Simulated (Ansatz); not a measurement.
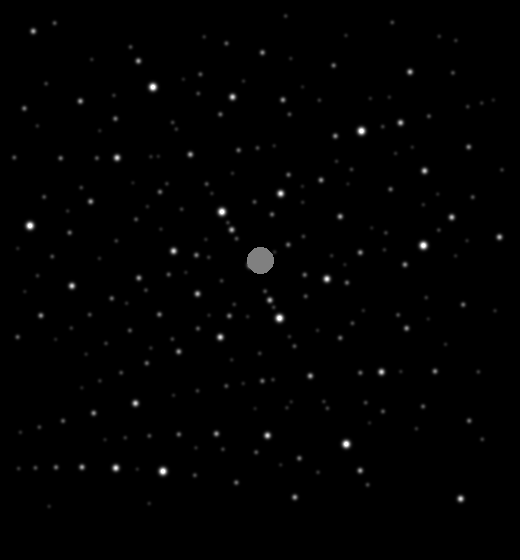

Simulated back-reflection Laue pattern (white X-rays, 0.45 to 2.2 Å, flat plate covering ±45° about the beam, kinematic intensities, seen from the source).

### What symmetry does the pattern show?

m: one mirror line.

The crystal is Br, space group Cmce (No. 64), a = 6.647 Å, b = 3.927 Å, c = 8.415 Å. Structure: the end point of a relaxation with DFT LDA, scalar-relativistic, plane waves, PAW (Ansatz).

The direction [110] points towards the source.
